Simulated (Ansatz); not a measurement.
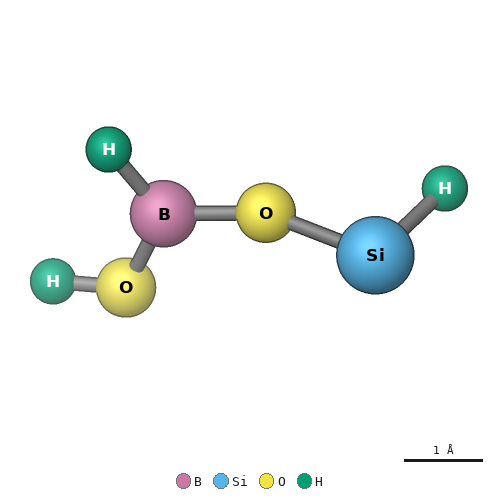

Depth is shown by fading: the farther an atom, the more it takes the colour of the background. Computed geometry: PBE0-D4/def2-TZVP optimisation. No frequency run is at hand to confirm it as a minimum. Masses are those of the most abundant isotopes; constants are for the rigid equilibrium geometry.

**Classify the rotor and give the rotational constants (cm⁻¹).**

An asymmetric top (C1): A = 1.02, B = 0.0965, C = 0.0908 cm⁻¹. Ray's parameter κ is −0.99, close to the prolate limit.
